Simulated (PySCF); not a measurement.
# One shape, several levels: CH3O (SMILES [CH2]O)

Wanted: a comparison of 4 runs (U-r2SCAN/STO-3G, UPBE0/STO-3G, UCCSDT/STO-3G, UCISD/STO-3G) of CH3O. Input form: a Python script.

The calculation is run with PySCF 2.14.0.

8 further runs of the same task are left out: 8 set aside as unsound or not needed.

## 1. Starting point

The species is CH3O (5 atoms), meant as a doublet with charge 0. As SMILES, `[CH2]O`. One bond was lengthened or shortened from a relaxed shape.

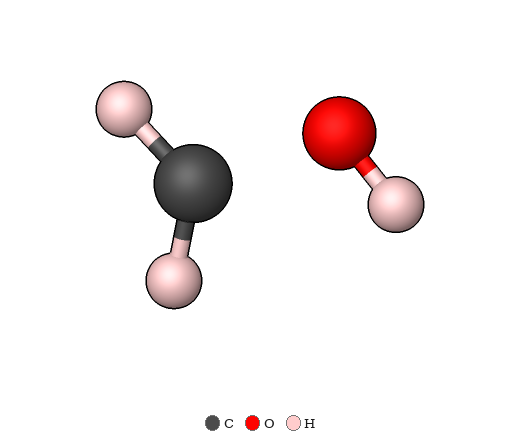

Viewed from a chosen angle; carbon dark grey, oxygen red, hydrogen pink.

## 2. The energy at U-r2SCAN/STO-3G (run 1)

The input, run.py:

```python
from pyscf import gto, dft

mol = gto.Mole()
mol.atom = [
    ('C', (-0.446537, -0.556495, 0.000197)),
    ('O', (0.269400, 0.900700, 0.120200)),
    ('H', (-1.494537, -0.509395, -0.256203)),
    ('H', (0.154963, -1.422495, -0.250003)),
    ('H', (1.208500, 0.785300, 0.284400)),
]
mol.max_memory = 1860
mol.basis = 'sto-3g'
mol.verbose = 4
mol.charge = 0
mol.spin = 1
mol.build()

mf = dft.UKS(mol, xc='r2scan')
mf.grids.level = 5
mf.conv_tol = 1e-10
mf.kernel()
if not mf.converged:
    mf = mf.newton().run(mf.mo_coeff, mf.mo_occ)

e_tot = mf.e_tot
print('Final energy', e_tot)
```

Command:

```
$ OMP_NUM_THREADS=1 python run.py
```

The program printed:

```text
PySCF version 2.14.0

[... 102 lines left out ...]
converged SCF energy = -113.432248822737  <S^2> = 0.75529474  2S+1 = 2.0052878
Final energy -113.43224882273702
```

It took 5.1 s on 1 thread of Arm Neoverse V1, shared host; peak memory 0.19 GiB.

## 3. A single-point energy at UPBE0/STO-3G (run 2)

The input, mol.xyz:

```xyz
5

C     -0.446537    -0.556495     0.000197
O      0.269400     0.900700     0.120200
H     -1.494537    -0.509395    -0.256203
H      0.154963    -1.422495    -0.250003
H      1.208500     0.785300     0.284400
```

The input, job.py:

```python
from pyscf import gto, dft

system = gto.M(
    atom='mol.xyz',
    spin=1,
    max_memory=1860,
    verbose=3,
    basis='sto-3g',
    charge=0,
)

mf = dft.UKS(system, xc='pbe0')
mf.grids.level = 5
mf.conv_tol = 1e-10
mf.kernel()
if not mf.converged:
    mf = mf.newton().run(mf.mo_coeff, mf.mo_occ)

etot = mf.e_tot
print('E = %.10f Eh' % etot)
```

Command:

```
$ OMP_NUM_THREADS=1 python job.py
```

The program printed:

```text
WARN: HOMO -0.0984965021521608 >= LUMO -0.0984965021521605

converged SCF energy = -113.360836628974  <S^2> = 0.75524378  2S+1 = 2.0052369
E = -113.3608366290 Eh
```

Run time: 3.3 s. Hardware: 1 thread of Arm Neoverse V1, shared host; peak memory 0.18 GiB.

## 4. The energy at UCCSDT/STO-3G (run 3)

The input, run.py:

```python
from pyscf import gto, scf, cc

mol = gto.Mole()
mol.atom = '''
C     -0.446537    -0.556495     0.000197
O      0.269400     0.900700     0.120200
H     -1.494537    -0.509395    -0.256203
H      0.154963    -1.422495    -0.250003
H      1.208500     0.785300     0.284400
'''
mol.max_memory = 1860
mol.basis = 'sto-3g'
mol.charge = 0
mol.spin = 1
mol.verbose = 4
mol.build()

hf = scf.UHF(mol)
hf.conv_tol = 1e-10
hf.kernel()
if not hf.converged:
    hf = hf.newton().run(hf.mo_coeff, hf.mo_occ)

mycc = cc.CCSDT(hf, frozen=2)
mycc.kernel()
e_final = mycc.e_tot
print('Final energy', e_final)
```

Command:

```
$ OMP_NUM_THREADS=1 python run.py
```

The program printed:

```text
PySCF version 2.14.0

[... 101 lines left out ...]
converged SCF energy = -112.874457752494  <S^2> = 0.80014769  2S+1 = 2.0495343
[... 17 lines left out ...]
WARN: A large `blksize_v_aaa` is being used, which may cause large memory consumption
[... 3 lines left out ...]
WARN: A large `blksize_v_aab` is being used, which may cause large memory consumption
[... 10 lines left out ...]
Init t2, MP2 energy = -0.0785387196150741
[... 21 lines left out ...]
UCCSDT converged
[... 3 lines left out ...]
Final energy -112.99084071409679
```

It took 1.6 s on 1 thread of Arm Neoverse V1, shared host; peak memory 0.1 GiB.

## 5. The energy at UCISD/STO-3G (run 4)

The input, job.py:

```python
from pyscf import gto, scf, ci

system = gto.M(
    atom='''
C     -0.446537    -0.556495     0.000197
O      0.269400     0.900700     0.120200
H     -1.494537    -0.509395    -0.256203
H      0.154963    -1.422495    -0.250003
H      1.208500     0.785300     0.284400
''',
    basis='sto-3g',
    charge=0,
    spin=1,
    max_memory=1860,
    verbose=3,
)

mf = scf.UHF(system)
mf.conv_tol = 1e-10
mf.kernel()
if not mf.converged:
    mf = mf.newton().run(mf.mo_coeff, mf.mo_occ)

cisd = ci.CISD(mf, frozen=2)
cisd.kernel()
etot = cisd.e_tot
print('E = %.10f Eh' % etot)
```

Command:

```
$ OMP_NUM_THREADS=1 python job.py
```

The program printed:

```text
converged SCF energy = -112.874457752494  <S^2> = 0.80014769  2S+1 = 2.0495343
E(UCISD) = -112.9833709590982  E_corr = -0.108913206604617
E = -112.9833709591 Eh
```

Wall time 0.76 s (1 thread of Arm Neoverse V1, shared host); peak memory 0.1 GiB.

## 6. The series

```csv
run,level,integration grid,frozen core orbitals,energy (Eh),dipole moment (D) of the reference,HOMO energy (eV),LUMO energy (eV),wall time
1,U-r2SCAN/STO-3G,5,–,-113.432249,1.31,-1.83,1.79,5.1 s
2,UPBE0/STO-3G,5,–,-113.360837,1.34,-3.27,2.46,3.3 s
3,UCCSDT/STO-3G,–,2,-112.990841,1.48,-8.51,8.85,1.6 s
4,UCISD/STO-3G,–,2,-112.983371,1.48,-8.51,8.85,0.76 s
```

## 7. Outcome

```
                                                         quantity          value
                                              run 4: total energy  -112.98337 Eh
                      run 4: dipole moment (Hartree–Fock density)         1.48 D
run 4: HOMO energy (Hartree–Fock orbitals) (highest over α and β)       -8.51 eV
 run 4: LUMO energy (Hartree–Fock orbitals) (lowest over α and β)        8.85 eV
               run 4: correlation energy (2 core orbitals frozen)     -108.9 mEh
                         run 4: ⟨S²⟩ of the reference determinant          0.800
```

Totals of different functionals can't be ranked against each other. In runs 1, 2, 3, 4 the basis is minimal, so the values are rough. All runs together took 11 s, the longest 5.1 s.
